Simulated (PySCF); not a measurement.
Dissociation curve of AlN, triplet.

- UKS-PBE = unrestricted PBE/cc-pVDZ (PySCF 2.14.0)
- UMP2/3-21G = unrestricted MP2 (frozen core)/3-21G run with PySCF
- ROHF/cc-pVDZ (PySCF)
- UHF/3-21G = unrestricted Hartree-Fock/3-21G in PySCF
- UHF/LANL2DZ = PySCF with unrestricted Hartree-Fock/LANL2DZ, with its core potentials past Ne

Energies are in kcal/mol, each relative to the lowest point of its own curve near equilibrium.

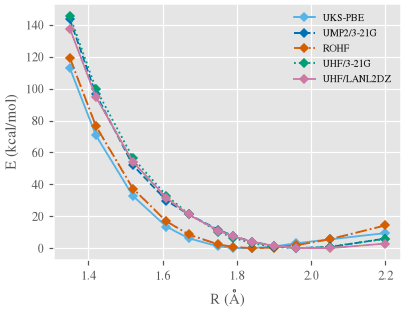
Figure. Energy against bond length for each method.

| R / Å | UKS-PBE | UMP2/3-21G | ROHF | UHF/3-21G | UHF/LANL2DZ |
|---|---|---|---|---|---|
| 1.35 | 112.9 | 143.6 | 119.4 | 145.6 | 137.7 |
| 1.42 | 70.8 | 96.7 | 76.7 | 100.0 | 94.9 |
| 1.52 | 32.8 | 52.0 | 37.4 | 56.6 | 54.1 |
| 1.61 | 13.6 | 29.9 | 16.9 | 33.0 | 31.7 |
| 1.67 | 6.2 | 21.2 | 8.6 | 21.5 | 21.1 |
| 1.75 | 1.1 | 11.5 | 2.4 | 10.4 | 11.0 |
| 1.79 | 0.2 | 7.8 | 0.8 | 6.6 | 7.4 |
| 1.84 | 0.0 | 4.1 | 0.0 | 3.1 | 4.1 |
| 1.90 | 1.0 | 1.3 | 0.4 | 0.8 | 1.5 |
| 1.96 | 3.1 | 0.0 | 1.9 | 0.0 | 0.1 |
| 2.05 | 5.5 | 0.7 | 5.6 | 0.9 | 0.0 |
| 2.20 | 9.4 | 6.0 | 14.2 | 5.8 | 2.9 |

At the longest distance, 2.20 Å, ROHF lies highest above its minimum (14.2 kcal/mol) and UHF/LANL2DZ lowest (2.9 kcal/mol).

The scan ran from 1.35 to 7.23 Å; beyond the distances shown one of the unrestricted levels run for this scan, shown here or not, changes its spin distribution in one step. The unrestricted determinant behind UMP2/3-21G, UHF/3-21G is spin-contaminated at 1.35, 1.61 to 1.79 Å (<S²> up to 2.2, against 2.00 for a pure triplet). The unrestricted determinant behind UHF/LANL2DZ is spin-contaminated at 1.35, 1.61 to 1.90 Å (<S²> up to 2.2, against 2.00 for a pure triplet).
